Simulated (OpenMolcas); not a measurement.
# One shape, several levels: doublet CH6ClNSi+

Aim: a comparison of 5 runs (UHF/STO-3G, UHF/3-21G, U-r2SCAN/6-31G*, U-revPBE/6-31G*, USVWN5/6-31G*) of doublet CH6ClNSi+. 

The results are computed with OpenMolcas 26.06.

1 further run of the same task is left out (set aside as unsound or not needed).

## Step 1: The structure to begin with

CH6ClNSi+ has 10 atoms, charge +1, and is taken as a doublet. As SMILES of the parent species, `C[SiH](N)Cl`. The shape is that of a PBE0-D4/def2-TZVP optimisation. This is one conformer, not always the lowest. That shape belongs to the parent species and isn't relaxed for this state.

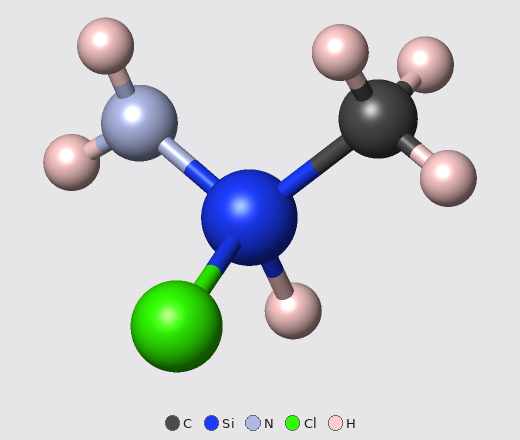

Viewed from a chosen angle; carbon dark grey, silicon blue, nitrogen light blue, chlorine green, hydrogen pink.

## Step 2: The energy at UHF/STO-3G (run 1)

File calc.input:

```
>>> EXPORT MOLCAS_PRINT=2
&GATEWAY
BasLib=$CurrDir
Coord
10
angstrom
C       -0.924300       0.960300      -0.429600
Si      -0.055600      -0.637600      -0.073400
N        1.200800      -0.379200       1.050800
Cl       0.594900      -1.392500      -1.900800
H       -1.720000       0.809500      -1.161600
H       -1.359500       1.369700       0.485000
H       -0.226900       1.694300      -0.841400
H       -0.936500      -1.689500       0.482600
H        1.847500       0.382600       0.917600
H        1.662700      -1.168700       1.473800
Basis=STO-3G
Group=NoSym
&SEWARD
&SCF
UHF
Charge=1
Spin=2
Thresholds=1e-10 1e-07 1e-07 1e-05
PrOrbitals=1 2
```

The basis set STO-3G is read from a file made from the Basis Set Exchange's data (not shown).

Run with:

```bash
$ export MOLCAS_MEM=1860
$ pymolcas calc.input > calc.log
```

What it wrote:

```text
--- Start Module: gateway ---
[...]
--- Stop Module: gateway /rc=_RC_ALL_IS_WELL_ ---
--- Start Module: seward ---
[...]
      Basis functions           34
--- Stop Module: seward /rc=_RC_ALL_IS_WELL_ ---
[...]
--- Start Module: scf ---
[...]
       Convergence after  21 Iterations
[...]
::    Total SCF energy                               -834.6714088085
[...]
      Total spin, S                                     0.5059217638
[...]
      Total electronic charge=   49.000000
      Total            charge=    1.000000
[...]
      Dipole Moment (debye):
      Origin of the operator (angstrom)=    0.2551   -0.6201   -0.6063
                   X=  2.9758E+00               Y=  1.9966E+00               Z=  7.9703E+00           Total=  8.7388E+00
      Center of Charge (angstrom)
[...]
--- Stop Module: scf /rc=_RC_ALL_IS_WELL_ ---
[...]
```

Run time: 3 s. Hardware: 1 thread of AMD EPYC 7R43 (Zen 3), shared host; peak memory 0.37 GiB.

## Step 3: A single-point energy at UHF/3-21G (run 2)

File struct.xyz:

```xyz
10

C     -0.924300     0.960300    -0.429600
Si    -0.055600    -0.637600    -0.073400
N      1.200800    -0.379200     1.050800
Cl     0.594900    -1.392500    -1.900800
H     -1.720000     0.809500    -1.161600
H     -1.359500     1.369700     0.485000
H     -0.226900     1.694300    -0.841400
H     -0.936500    -1.689500     0.482600
H      1.847500     0.382600     0.917600
H      1.662700    -1.168700     1.473800
```

File calc.inp:

```
* CH6ClNSi Hartree-Fock

&GATEWAY
 BasLib
 $CurrDir
 Coord
 struct.xyz
 Basis
 3-21G
 Group
 NoSym

&SEWARD

&SCF
 UHF
 Charge
 1
 Spin
 2
 Thresholds
 1e-10 1e-07 1e-07 1e-05
 PrOrbitals
 1
```

The basis set 3-21G is read from a file made from the Basis Set Exchange's data (not shown).

Run with:

```bash
$ export MOLCAS_MEM=1860
$ pymolcas calc.inp > calc.log
```

What it wrote:

```text
--- Start Module: gateway ---
[...]
--- Stop Module: gateway /rc=_RC_ALL_IS_WELL_ ---
--- Start Module: seward ---
[...]
      Basis functions           56
--- Stop Module: seward /rc=_RC_ALL_IS_WELL_ ---
[...]
--- Start Module: scf ---
[...]
       Convergence after  22 Iterations
[...]
::    Total SCF energy                               -839.7395810841
[...]
      Total spin, S                                     0.5054520593
[...]
      Total electronic charge=   49.000000
      Total            charge=    1.000000
[...]
      Dipole Moment (debye):
      Origin of the operator (angstrom)=    0.2551   -0.6201   -0.6063
                   X=  3.0066E+00               Y=  2.3678E+00               Z=  7.7502E+00           Total=  8.6436E+00
      Center of Charge (angstrom)
[...]
--- Stop Module: scf /rc=_RC_ALL_IS_WELL_ ---
[...]
```

Wall time 4.5 s (1 thread of AMD EPYC 7R43 (Zen 3), shared host); peak memory 0.39 GiB.

Runs 3 to 4 aren't shown in full; the table further down has their settings and results.

## Step 4: The energy at USVWN5/6-31G(d) (spherical functions) (run 5)

File geom.xyz:

```xyz
10

C     -0.924300     0.960300    -0.429600
Si    -0.055600    -0.637600    -0.073400
N      1.200800    -0.379200     1.050800
Cl     0.594900    -1.392500    -1.900800
H     -1.720000     0.809500    -1.161600
H     -1.359500     1.369700     0.485000
H     -0.226900     1.694300    -0.841400
H     -0.936500    -1.689500     0.482600
H      1.847500     0.382600     0.917600
H      1.662700    -1.168700     1.473800
```

File calc.input:

```
>>> EXPORT MOLCAS_PRINT=2
&GATEWAY
BasLib = $CurrDir
Coord = geom.xyz
Basis = 6-31Gs
Group = NoSym
&SEWARD
GridInput
Grid=UltraFine
End of Grid
&SCF
UHF
Charge = 1
Spin = 2
KSDFT = SVWN5
Thresholds = 1e-10 1e-07 1e-07 1e-05
PrOrbitals = 1 2
```

The basis set 6-31G* is read from a file made from the Basis Set Exchange's data (not shown).

Run with:

```bash
$ export MOLCAS_MEM=1860
$ pymolcas calc.input > calc.log
```

What it wrote:

```text
--- Start Module: gateway ---
[...]
--- Stop Module: gateway /rc=_RC_ALL_IS_WELL_ ---
--- Start Module: seward ---
[...]
      Basis functions           76
--- Stop Module: seward /rc=_RC_ALL_IS_WELL_ ---
[...]
--- Start Module: scf ---
[...]
       Convergence after  41 Iterations
[...]
::    Total KS-DFT energy                            -842.3491169720
[...]
      Total spin, S                                     0.5008707448
[...]
      Total electronic charge=   49.000000
      Total            charge=    1.000000
[...]
      Dipole Moment (debye):
      Origin of the operator (angstrom)=    0.2551   -0.6201   -0.6063
                   X= -1.7613E-01               Y=  1.9220E+00               Z=  2.0157E+00           Total=  2.7907E+00
      Center of Charge (angstrom)
[...]
--- Stop Module: scf /rc=_RC_ALL_IS_WELL_ ---
[...]
```

Wall time 65 s (1 thread of AMD EPYC 7R43 (Zen 3), shared host); peak memory 0.43 GiB.

## Step 5: All runs side by side

```
run                                  level  integration grid  energy (Eh)  HOMO energy (eV)  LUMO energy (eV)   ⟨S²⟩  wall time
  1                             UHF/STO-3G                 –  -834.671409            -15.24             -4.48  0.762        3 s
  2                              UHF/3-21G                 –  -839.739581            -16.80             -7.14  0.761      4.5 s
  3  U-r2SCAN/6-31G* (spherical functions)         UltraFine  -845.732503            -12.97            -12.87  0.758    1.9 min
  4  U-revPBE/6-31G* (spherical functions)         UltraFine  -845.673730            -12.77            -12.75  0.753       95 s
  5    USVWN5/6-31G* (spherical functions)         UltraFine  -842.349117            -12.94            -12.92  0.752       65 s
```

## Step 6: Results

```
                                 quantity          value
                      run 5: total energy  -842.34912 Eh
run 5: HOMO energy (highest over α and β)      -12.94 eV
 run 5: LUMO energy (lowest over α and β)      -12.92 eV
                              run 5: ⟨S²⟩          0.752
```

**Reading.** Totals of different functionals can't be ranked against each other. In run 1 the basis is minimal, so the values are rough. All runs together took 4.7 min, the longest 1.9 min.
